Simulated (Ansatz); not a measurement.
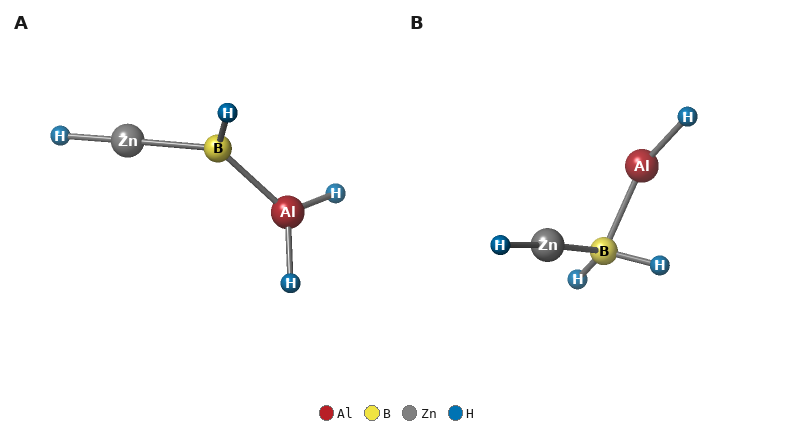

2 stationary structures of one formula. Geometries: PBE0-D4/def2-TZVP. Electronic energies: RHF-CCSD(T) (frozen core) with 3s3p of Cu, Zn/def2-TZVPP (Ansatz 0.2.0), without zero-point energy. No frequency run is at hand to confirm each as a minimum. Each is one conformer, not always the lowest.

Rank them by energy, lowest first.

B is lowest (C1); A lies 65.6 kJ/mol above it (Cs).

Give E(B) − E(A) in kJ/mol at these levels too: RHF-CCSD(T) (frozen core) with 3s3p of Cu, Zn/def2-TZVPP; B3LYP-D4/def2-TZVPP; PBE-D4/def2-TZVPP; PBE0-D4/def2-TZVP; ωB97M-V/def2-TZVPP; r2SCAN-D4/def2-TZVPP; PBE0-D4/def2-TZVPP.

```tsv
level	E(B) − E(A) (kJ/mol)
RHF-CCSD(T) (frozen core) with 3s3p of Cu, Zn/def2-TZVPP	−65.6
B3LYP-D4/def2-TZVPP	−62.1
PBE-D4/def2-TZVPP	−93.0
PBE0-D4/def2-TZVP	−78.1
ωB97M-V/def2-TZVPP	−65.5
r2SCAN-D4/def2-TZVPP	−80.2
PBE0-D4/def2-TZVPP	−78.6
```
